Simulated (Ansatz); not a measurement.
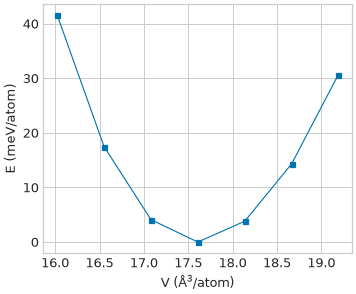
Figure. MgS (rock salt, Fm-3m) under volume change, plane-wave PAW r²SCAN (Ansatz code), scaled uniformly.

Task: What does a third-order Birch–Murnaghan fit give for V₀, B₀ and B′?

Result: V₀ = 17.61 Å³/atom, B₀ = 79.8 GPa, B′ = 4.0.

The cell was relaxed with r²SCAN under the symmetry of its start.

Potentials: the later of the program's two PAW sets.
